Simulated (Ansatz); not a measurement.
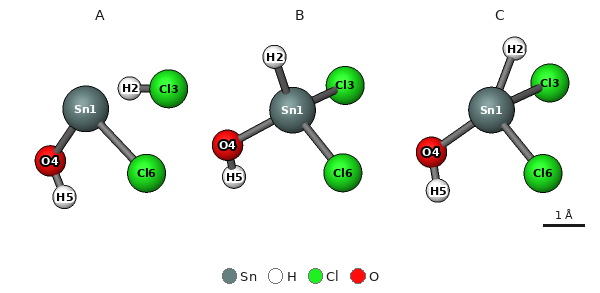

3 geometries from a converged minimum-energy path of SnH2OCl2, shuffled. Style: ball-and-stick. Shown from a free direction.

These are results of RKS CAM-B3LYP-D4/def2-SVP in Ansatz 0.2.0, not measurements. Set-up: 7 movable images; climbing image; force threshold 0.05 eV/Å; iteration limit 60; starting path through a guess of the saddle point.

### Which of them lies highest in energy?

C. In order along the path, whose images run from 0 to 8: B (image 0, 0.0 kcal/mol), C (image 2, +44.6 kcal/mol), A (image 5, +3.6 kcal/mol). A hydrogen atom shifts from one atom to another. Breaking: Sn1–H2 (1.69 → 1.76 at the top → 2.70 Å). Forming: H2–O4 (2.96 → 3.31 at the top → 0.98 Å).

The run took 8.1 min on 2 threads of Arm Neoverse V1, on a shared host, peak memory 0.23 GiB.
